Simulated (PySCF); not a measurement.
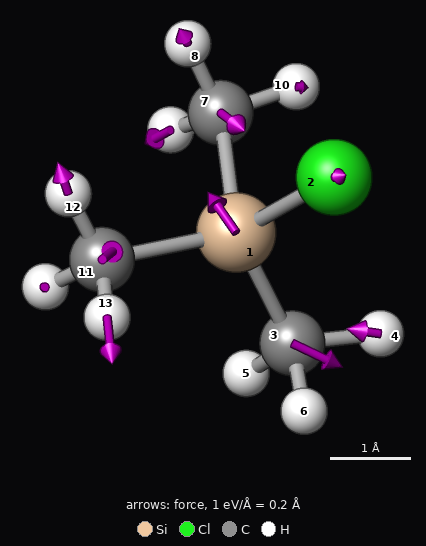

Starting geometry of C$_{3}$H$_{9}$ClSi with the computed forces as purple arrows. Style: ball-and-stick. Shown from a free direction.

The start comes from GFN2-xTB. Its atoms were then displaced at random by about 0.03 Å.

These are results of PySCF 2.14.0, density-fitted response routines, PBE0-D3(BJ)/def2-SVP geometry optimisation, gas phase, not measurements. 

Is this structure relaxed? If not, where do the atoms go?

It isn't relaxed: the largest force vector, on an H atom, is 4.09 eV/Å. The final displacements follow the starting forces only in part (cosine between the two patterns 0.66). The atom that moves furthest after the best rigid fit is an H atom (0.13 Å). Largest moves by element: H 0.13 Å, Si 0.10 Å, C 0.05 Å, Cl 0.04 Å. Some distances before and after: C–Si 1.982 → 1.870 Å, C–H 1.009 → 1.100 Å, C–H 1.190 → 1.101 Å, C–H 1.031 → 1.102 Å. Among the angles between lasting bonds that change: H–C–H 99.5° → 108.1°, Si–C–H 117.5° → 111.0°, Si–C–H 116.5° → 110.3°. The energy falls by 77.3 kJ/mol in 5 geometry steps. Cost: 90 s on 1 thread of Intel(R) Xeon(R) Processor @ 2.50GHz (shared host).
